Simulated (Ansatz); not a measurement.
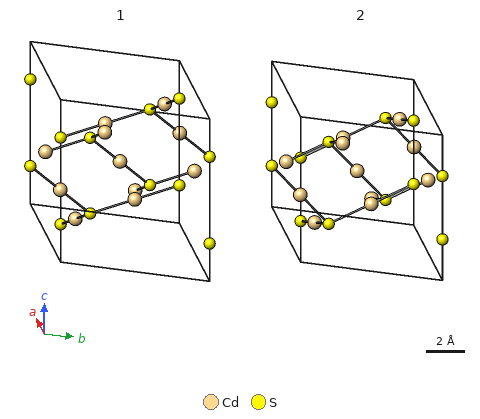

Two geometries of solid Cd3S2 (a generated structure, set up in R-3m), drawn at one scale. One is the start of a relaxation, the other its converged end. Style: ball-and-stick. Shown: the conventional cell (3 times the calculation's cell), from a free direction. Lengths and directions refer to the drawn axes.

The calculation used DFT PBE, scalar-relativistic, plane waves, PAW in Ansatz. Set-up: plane-wave cutoff 420 eV; k-point mesh 6 × 6 × 6; occupations gaussian; smearing width 0.01 eV; no spin polarisation; cell and atoms relaxed; force threshold 0.01 eV/Å; at most 80 steps.

Which one is relaxed?

Structure 2 is the relaxed one. Over 9 accepted moves (11 points after the start) the energy falls by 81.2 meV per cell of the calculation. Largest force component: 0.018 eV/Å at the start, 0.0014 eV/Å at the end. The pressure goes from −0.29 to 0.00 GPa. The line search rejected the trial step at point 6 of the run. At 1 point the geometry stayed and the basis and grid were re-selected for the new cell (energy shift of 5.6 meV per cell of the calculation at most each time). The largest moves relative to the cell, 0.41 Å, are those of S atoms. Cd stays in place. The volume changes by −18.9 %, with a = b 8.412 → 8.007 Å (−4.8 %), c 9.359 → 8.376 Å (−10.5 %). Bond angles that change, for instance: Cd–S–Cd 114.1° → 106.1°. The space group stays R-3m (No. 166).
